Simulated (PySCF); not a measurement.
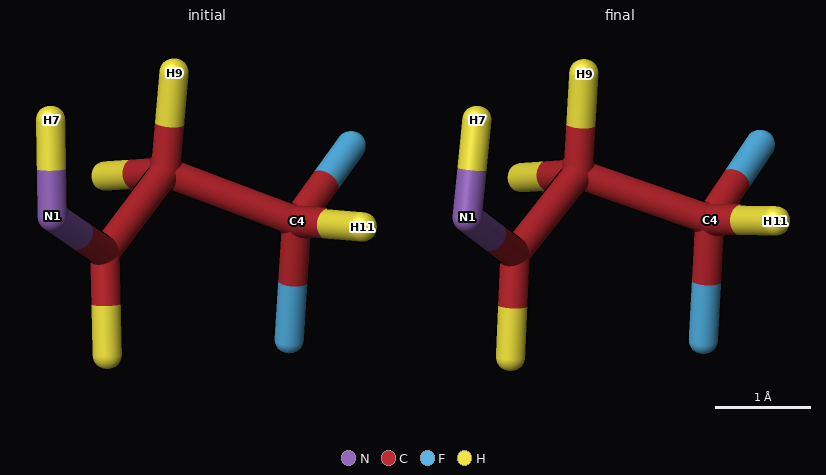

The structure of C$_{3}$H$_{5}$F$_{2}$N before (left) and after (right) a relaxation, at one scale.

Style: stick. Shown from a free direction.

The start comes from GFN2-xTB.

These are results of PBE0-D3(BJ)/def2-SVP geometry optimisation, gas phase (PySCF), not measurements. 

Question: Describe what moved and what it gained.

Answer: The largest move after the best rigid fit is that of an H atom, 0.14 Å. By element the largest moves are H 0.14 Å, F 0.07 Å, C 0.04 Å, N 0.03 Å. Some distances before and after: C–H 1.086 → 1.104 Å, C–N 1.248 → 1.266 Å, C–C 1.522 → 1.512 Å, H–N 1.020 → 1.028 Å. Among the angles between lasting bonds that change: C–N–H 115.8° → 110.3°. Over 13 geometry steps the energy falls by 0.055 eV. Largest force component: 1.3 eV/Å at the start, 0.013 eV/Å at the end. The forces were under the threshold at step 5, but the run went on from there.
